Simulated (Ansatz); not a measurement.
# AlHBr (SMILES [AlH][Br]) at UCCSD(T)/STO-3G

What is the energy change on altering one bond length of AlHBr at UCCSD(T)/STO-3G? 

Program for the calculation: Ansatz 0.2.0.

59 further runs of the same task are left out: 10 that didn't finish, 49 set aside as unsound or not needed.

## (1) The molecule

The species is AlHBr (3 atoms), meant as a doublet with charge 0. SMILES: `[AlH][Br]`. The shape is that of a PBE0-D4/def2-TZVP optimisation.

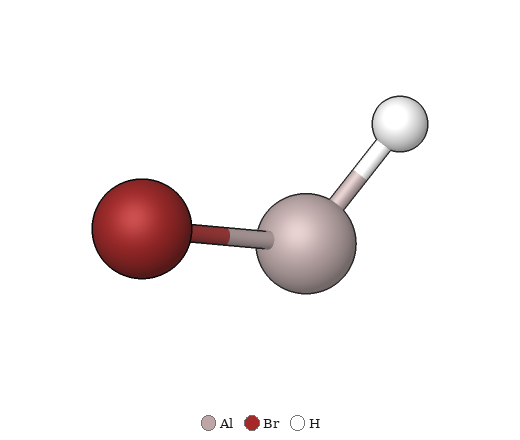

Viewed from a chosen angle; aluminium light grey, bromine red, hydrogen white.

## (2) The energy at UCCSD(T)/STO-3G

Contents of molecule.yaml:

```yaml
basis:
  gaussian:
    orbitals: STO-3G
crystal:
  periodic: [false, false, false]
  atoms:
    - {symbol: Al, position_ang: [-0.296700, -0.628000, -0.239100]}
    - {symbol: Br, position_ang: [1.584500, 0.008600, 0.871100]}
    - {symbol: H, position_ang: [-1.298900, 0.554600, -0.645300]}
magnetization:
  spin_polarized: true
  initial_magnetization: 1
correlation:
  method: ccsd_t
  frozen_orbitals: {Al: 5, Br: 9, H: 0}
accuracy: high
scf:
  omitted_lower_state_checks: [cluster_reference, increment]
```

Command:

```console
$ ansatz run molecule.yaml --threads 1 --pin off --max-ram 2610MiB --events-out events.jsonl --progress --plain --runs-dir runs
```

The log of the run, cut to the lines that bear on the results:

```text
Warning: RAYON_NUM_THREADS=1 ignored (pool sized by the plan → 1); use --threads N
Functional definition: HF
  name "HF"
[...]
390 factors; integrals over basis functions are off by at most 1.2e-8 eV
[...]
mean field -75763.76392015 eV, -2784.2669695417 hartree, gradient 8.0e-8 eV, S^2 0.758604; 0 other end points of the search recorded, 0 dependent functions left out
14 core orbitals not correlated: weight in the atoms' cores, before any rotation towards them, 0.999 or more for the frozen orbitals, at most 0.000 for the correlated occupied ones
reference -75763.76392015 eV, -2784.2669695417 hartree; 11, 10 occupied and 3, 4 virtual orbitals, 390 factors
second order -0.61146818 eV of doubles, -0.00000000 eV of singles
cycle   1  -0.78133581 eV  change   -1.7e-1 eV  update   4.8e-2
[...]
cycle  21  -0.91630857 eV  change   -2.0e-9 eV  update   1.4e-9
perturbative correction -0.02157664 eV, -0.0007929270 hartree
Total energy: -75764.70180536 eV, -2784.3014361877 hartree
Checks for a lower state left out: cluster_reference, increment
```

Wall time 0.54 s (1 thread of Arm Neoverse V1, shared host).

## (3) The distorted shape

Contents of in.yaml:

```yaml
crystal:
  periodic: [false, false, false]
  atoms:
    - {symbol: Al, position_ang: [-0.766959, -0.787136, -0.516626]}
    - {symbol: Br, position_ang: [1.584500, 0.008600, 0.871100]}
    - {symbol: H, position_ang: [-1.769159, 0.395464, -0.922826]}
basis:
  gaussian: {orbitals: STO-3G}
magnetization: {spin_polarized: true, initial_magnetization: 1}
correlation: {method: ccsd_t, frozen_orbitals: {Al: 5, Br: 9, H: 0}}
accuracy: high
scf: {omitted_lower_state_checks: [cluster_reference, increment]}
```

Command:

```console
$ ansatz run in.yaml --threads 1 --pin off --max-ram 2610MiB --events-out events.jsonl --progress --plain --runs-dir runs
```

The log of the run, cut to the lines that bear on the results:

```text
Warning: RAYON_NUM_THREADS=1 ignored (pool sized by the plan → 1); use --threads N
Functional definition: HF
  name "HF"
[...]
370 factors; integrals over basis functions are off by at most 1.1e-8 eV
[...]
mean field -75761.90074519 eV, -2784.1984991251 hartree, gradient 1.3e-8 eV, S^2 0.782494; 2 other end points of the search recorded, 0 dependent functions left out
14 core orbitals not correlated: weight in the atoms' cores, before any rotation towards them, 1.000 or more for the frozen orbitals, at most 0.000 for the correlated occupied ones
reference -75761.90074519 eV, -2784.1984991251 hartree; 11, 10 occupied and 3, 4 virtual orbitals, 370 factors
second order -0.63995507 eV of doubles, -0.00000000 eV of singles
cycle   1  -0.84821181 eV  change   -2.1e-1 eV  update   6.1e-2
[...]
cycle  26  -1.04859650 eV  change   -1.7e-9 eV  update   2.0e-9
perturbative correction -0.02147533 eV, -0.0007892039 hartree
Total energy: -75762.97081702 eV, -2784.2378235395 hartree
Checks for a lower state left out: cluster_reference, increment
```

Run time: 0.7 s. Hardware: 1 thread of Arm Neoverse V1, shared host.

## (4) Results

Level: UCCSD(T)/STO-3G, 14 core orbitals frozen.

```
                                                           quantity           value
                                          first shape: total energy  -2784.30144 Eh
          first shape: correlation energy (14 core orbitals frozen)       -34.5 mEh
                                        first shape: (T) correction       -0.79 mEh
                     first shape: ⟨S²⟩ of the reference determinant           0.759
                                         first shape: T1 diagnostic           0.008
                                      distorted shape: total energy  -2784.23782 Eh
      distorted shape: correlation energy (14 core orbitals frozen)       -39.3 mEh
                                    distorted shape: (T) correction       -0.79 mEh
                 distorted shape: ⟨S²⟩ of the reference determinant           0.782
                                     distorted shape: T1 diagnostic           0.014
energy change with the Al1–Br2 bond stretched from 2.275 to 2.844 Å        1.731 eV
```

**Reading.** With the Al1–Br2 bond stretched from 2.275 to 2.844 Å the energy rises by 1.73 eV (40 kcal/mol). The first shape isn't relaxed at this level, so the change isn't measured from a minimum. The minimal basis adds a large error of its own. The triples (first shape) make up 2.3 % of the correlation energy. The triples (distorted shape) make up 2.0 % of the correlation energy.
